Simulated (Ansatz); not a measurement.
# FH3N2Si (SMILES N=[Si](N)F): what the fields show

Input file:

```
basis:
  gaussian: {orbitals: def2-TZVPD}
crystal:
  periodic: [false, false, false]
  atoms:
    - {symbol: F, position_ang: [-1.052502, 1.926424, 0.813667]}
    - {symbol: "N", position_ang: [-0.840046, 0.433471, -1.316151]}
    - {symbol: N, position_ang: [0.280259, -0.662238, 1.082451]}
    - {symbol: Si, position_ang: [-0.473373, 0.498732, 0.321769]}
    - {symbol: H, position_ang: [-1.322135, 1.173382, -1.807937]}
    - {symbol: H, position_ang: [-0.589113, -0.362205, -1.888049]}
    - {symbol: H, position_ang: [0.521451, -0.667506, 2.065879]}
total_charge: 0
hamiltonian: {xc: pbe0}
output: {forces: true, orbitals: {seedname: orbitals}}
```

Launched as:

```sh
ansatz run input.yaml --threads 1 --pin off --max-ram 2610MiB --events-out events.jsonl --progress --plain --runs-dir runs
```

Geometry: PBE0-D3(BJ)/def2-SVP.

All numbers below come from isolated molecule in a Gaussian basis; Kohn-Sham density functional theory, functional PBE0 in Ansatz 0.2.0.

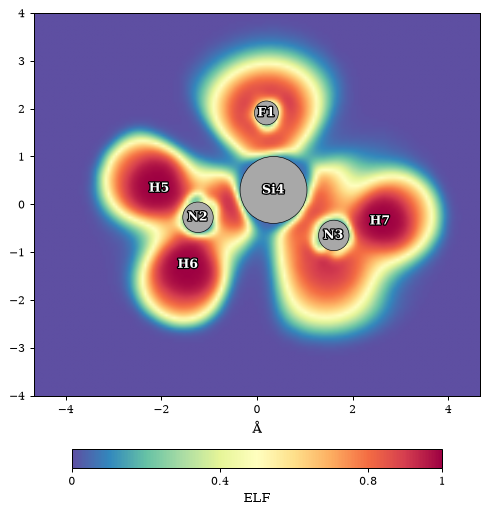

Figure 1. ELF on the molecular plane. Grey discs cover the atomic cores.

Question: What does the map show?

Answer:
- Atoms in the plane: F, N, Si and H.
- Si–N (1.58 Å): the ELF peaks at about 0.85 between the atoms: a short, strongly polar bond.
- Si–F (1.62 Å): the ELF peaks at about 0.85 in the valence shell of F, 0.6 Å from its nucleus, and is about 0.55 at the midpoint.
- N–H (1.01 Å): the ELF climbs to about 1 towards the hydrogen, as it does in any bond to H: an ordinary covalent bond to hydrogen.
- Si–N (1.68 Å): the ELF peaks at about 0.90 between the atoms (a shared but strongly polarised pair).
- The ELF also peaks beside N3 and F1, away from the bonds: lone-pair regions.

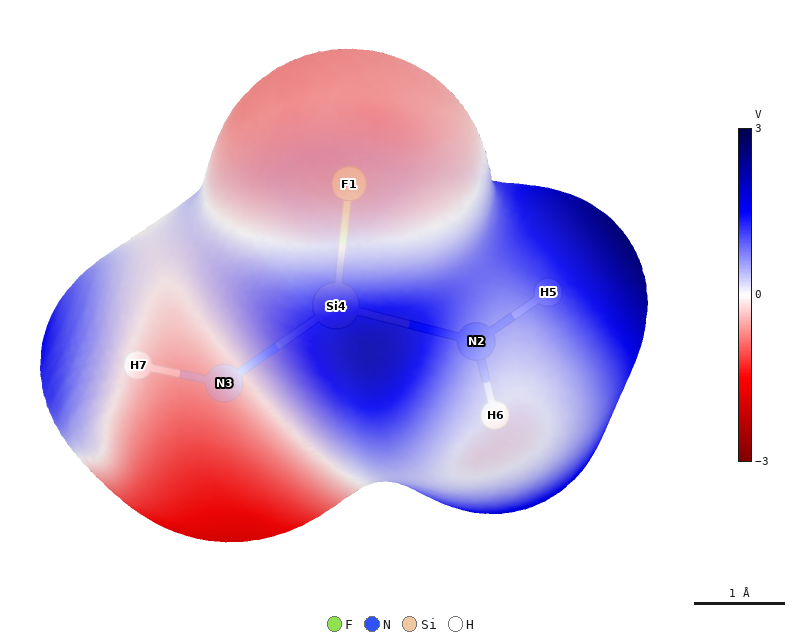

Figure 2. The molecular electrostatic potential painted on the density surface at 0.002 e/bohr³, seen at a tilt; red is negative and blue positive.

Question: Describe the electrostatic potential map.

Answer: The most negative region (about −1.9 V) lies over N3, the most positive (about +2.5 V) over H5. N3 is the likeliest acceptor of a hydrogen bond.

Question: What dipole moment does the calculation give?

Answer: Its dipole moment is 2.64 D.

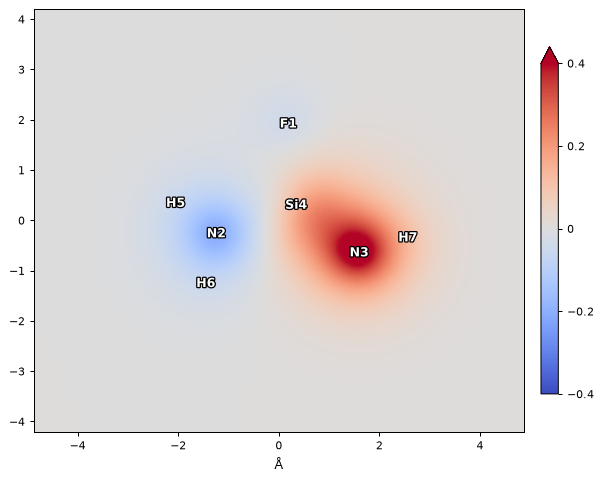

Figure 3. One frontier orbital on a plane 0.8 Å above the molecular plane (values in Å⁻³ᐟ²; the overall sign is arbitrary).

Question: Which orbital is it: HOMO or LUMO?

Answer: The HOMO, at −7.24 eV. By Hirshfeld shares it lies mainly on N3 (about 60 %), Si4 (about 20 %) and N2 (about 10 %); it changes sign across the molecular plane (π type); π-bonding across N3–Si4; π-antibonding (a node) across N2–Si4.
